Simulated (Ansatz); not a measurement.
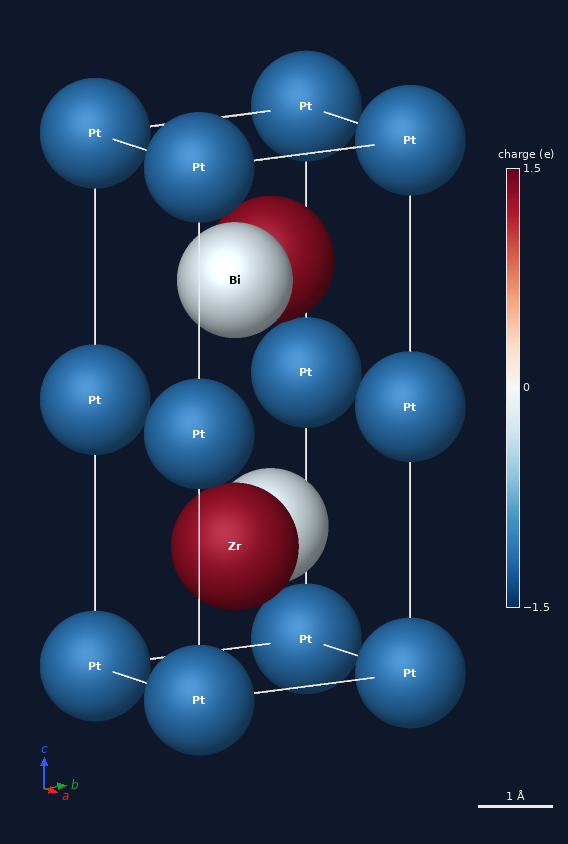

A spheres-only rendering, viewed slightly off an axis. The frame is the simulation cell; atoms at its boundary are shown with their periodic copies. The atoms of this ZrBiPt cell are coloured by their Bader charge.

The calculation used DFT, PAW plane waves, PBE (Ansatz), with plane-wave cutoff 420 eV, k-points on a 9×9×5 grid, Fermi-Dirac smearing of 0.1 eV, no spin polarisation. The pressure of the cell is 25 GPa.

**Give the charges by element.**

Most positive: Zr; most negative: Pt. Charges: about Zr +1.3 e; Bi -0.2 e; Pt -1.1 e.

Shown is a generated cell, made by putting these elements into a known structure type (the compound may or may not exist in this form), as it stood before any relaxation. Ansatz was used for an electronic-structure calculation on it.

At this level of theory the cell isn't at rest (compressed, at 25 GPa), so its distances can differ from those at equilibrium, the more so the softer the solid.
